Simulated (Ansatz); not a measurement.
The figure comes from a scan of BAs (zinc blende): a phonon pattern at X = (0.5, 0.5, 0.0) is frozen into a 4-atom cell, Q being the largest atomic displacement. Computed with r2SCAN (plane waves to 500 eV, PAW, scalar-relativistic; Ansatz, a quantum-chemistry and plane-wave program). k mesh 12×12×12 (Γ-centred), Fermi-Dirac smearing 0.05 eV. BAs was relaxed with its symmetry unable to fall. 

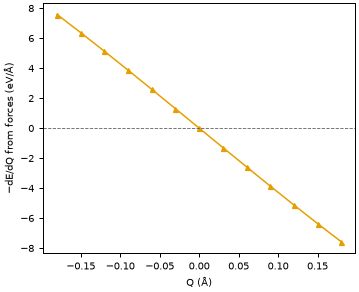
Figure: −dE/dQ from forces (eV/Å) against Q (Å); one marker a computed point.

Task: List the plotted points as numbers.

Result: To the nearest 0.2:

```tsv
Q (Å)	−dE/dQ from forces (eV/Å)
-0.180	7.6
-0.150	6.4
-0.120	5.2
-0.090	3.8
-0.060	2.6
-0.030	1.2
0.000	0.0
0.030	-1.2
0.060	-2.6
0.090	-3.8
0.120	-5.2
0.150	-6.4
0.180	-7.6
```

(For displaced atoms, the force is minus the slope of the energy, and its curvature is a force constant, which sets phonon frequencies.)
